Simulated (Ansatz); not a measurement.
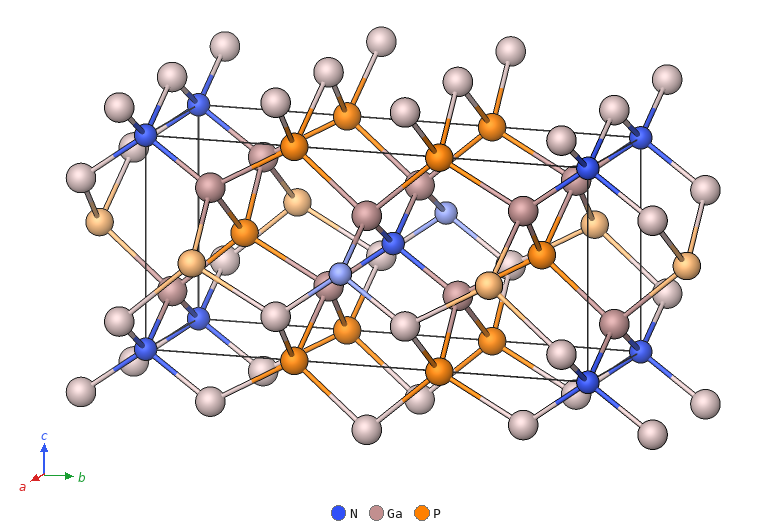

We look at a ball-and-stick model of the crystal slightly off an axis. Thin lines show the conventional unit cell, with boundary atoms drawn in all their periodic places. Atoms of adjacent cells appear where they bond to atoms in the box, in fainter colours.

Ga$_{3}$P$_{2}$N, space group Imm2 (No. 44), a = 3.633 Å, b = 10.946 Å, c = 5.095 Å, α = 90.00°, β = 90.00°, γ = 90.00°. Origin of the cell: a structure type filled with these elements by a generator (whether the compound takes this form wasn't checked). Earlier steps of the study, as a rule a relaxation of our own, may have changed the cell and positions, so they can lie some per cent off the listed ones. Ansatz was used for an electronic-structure calculation on it.

This one geometry was computed with Ansatz (DFT, plane waves, PAW) at five levels of theory: PBE, PBE0, HSE06, PBE with spin-orbit coupling and r2SCAN. It was relaxed beforehand with r2SCAN.

**Which level gives the highest pressure at this volume, and what does that say about its equilibrium volume?**

Highest: PBE (3.2 GPa) and PBE with spin-orbit coupling (3.2 GPa), which points to the largest equilibrium volume. Lowest, with the smallest volume: PBE0 (0.2 GPa), HSE06 (0.4 GPa) and r2SCAN (0.0 GPa). Levels within 0.5 GPa of each other can't be told apart.

**How does the band gap change with the level of theory?**

PBE with spin-orbit coupling: a gap of 0.35 eV, direct; PBE: a gap of 0.35 eV, direct; r2SCAN: a gap of 0.69 eV, direct; HSE06: a gap of 1.16 eV, indirect; PBE0: a gap of 1.80 eV, indirect.

**Collect the results in a table.**

| level | cutoff (eV) | k-mesh of the run's cell | gap (eV) | pressure (GPa) |
| --- | --- | --- | --- | --- |
| PBE | 420 | 8×8×8 | 0.35 | 3.2 |
| PBE0 | 420 | 6×6×6 | 1.80 | 0.2 |
| HSE06 | 420 | 6×6×6 | 1.16 | 0.4 |
| PBE with spin-orbit coupling | 420 | 8×8×8 | 0.35 | 3.2 |
| r2SCAN | 500 | 8×8×8 | 0.69 | 0.0 |

Gaps are taken on the k-mesh or band path of each run.
